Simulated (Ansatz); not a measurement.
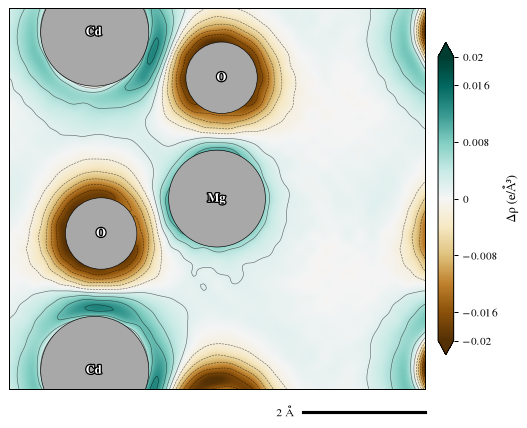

MgCd2O3. Difference of the valence pseudo-densities of two functionals at the same geometry, on the (010) plane of the calculation cell: one of PBE and r2SCAN less the other.

Space group Cmc2₁; a generated structure, not necessarily the stable one.

Both computed with Ansatz (plane waves, PAW), on the same k-point mesh. Grey discs cover the atomic cores.

Question: Which was subtracted from which, and what does the map show?

Answer: It is PBE less r2SCAN. Against r2SCAN, PBE gives more density around Cd (+0.010 e/Å³ on average at 1.1 Å from the nucleus), less density around O (−0.014 e/Å³ on average at 0.7 Å from the nucleus) and a change of +0.011 e/Å³ at the midpoint of Cd–O.
